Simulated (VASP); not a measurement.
Band structure of CsSnI₃ (cubic perovskite). Method: PBE GGA, VASP's PBE PAW potentials (set 64) (plane waves; VASP 6.6.1).

Unless said otherwise, spin-orbit coupling is left out, though it shifts the bands of the heavy elements here.

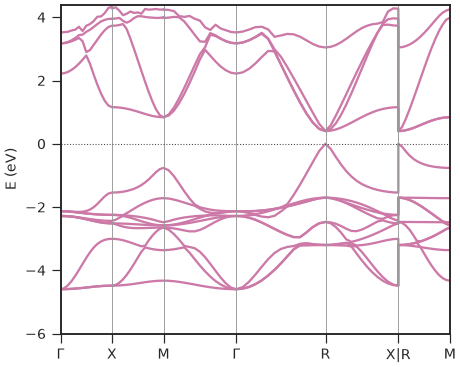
Fig. 1. Bands along high-symmetry lines, zero at the valence-band maximum or, without a gap, the Fermi level

Q: Read the plot: is there a gap, and where are the band edges?

A: The gap is direct, 0.40 eV, from the valence maximum at R to the conduction minimum at R. (Edges off the drawn lines would not show.)

The compound is CsSnI3 in the cubic perovskite structure, the ideal cubic form; the compound distorts at low or room temperature. It was relaxed first.
